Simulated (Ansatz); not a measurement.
## Ge2Sb2Te5 (Ge2Sb2Te5-Kooi type, space group P-3m1), energy against volume

Ge$_{2}$Sb$_{2}$Te$_{5}$ (Ge2Sb2Te5-Kooi type, space group P-3m1)

```
CELL_PARAMETERS angstrom
      4.26626     0.00000     0.00000
     -2.13313     3.69469     0.00000
      0.00000     0.00000    17.61904
ATOMIC_POSITIONS crystal
  Te 0.00000 0.00000 0.00000
  Ge 0.66667 0.33333 0.09772
  Ge 0.33333 0.66667 0.90228
  Te 0.33333 0.66667 0.19305
  Te 0.66667 0.33333 0.80695
  Sb 0.00000 0.00000 0.30821
  Sb 0.00000 0.00000 0.69179
  Te 0.66667 0.33333 0.40469
  Te 0.33333 0.66667 0.59531
```

Equation-of-state scan: isotropic scaling of the cell above, V₀ being its volume. The atoms relax within the cell's symmetry.

The numbers are results of r2SCAN (plane waves to 500 eV, PAW, scalar-relativistic; Ansatz, a quantum-chemistry and plane-wave program), not measurements. k mesh 9×9×2 (Γ-centred), Fermi-Dirac smearing 0.05 eV. E stands for the smeared free energy. With the shape held, the modulus is that of even scaling; a crystal free to change shape is softer. Ge2Sb2Te5 was relaxed with its symmetry unable to fall. Spin-orbit coupling is left out, though Sb and Te are heavy. The zero of ΔE is the relaxed starting cell.

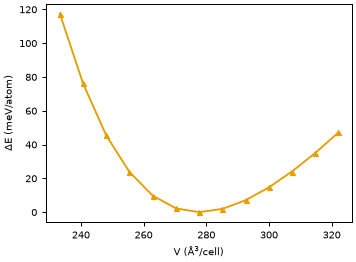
*ΔE (meV/atom) against V (Å³/cell); one marker a computed point.*

The bulk modulus at fixed cell shape B₀ (third-order Birch-Murnaghan fit) is 29.3 GPa. The energy cost of the largest compression comes out as 118 meV/atom, the pressure derivative B₀′ (fit) is 7.2 and the energy cost of the largest expansion is 47 meV/atom. The pressure at the smallest volume is 9.2 GPa.

(A scan under strain: stresses follow from slopes of the energy per volume, elastic moduli from its curvatures.)
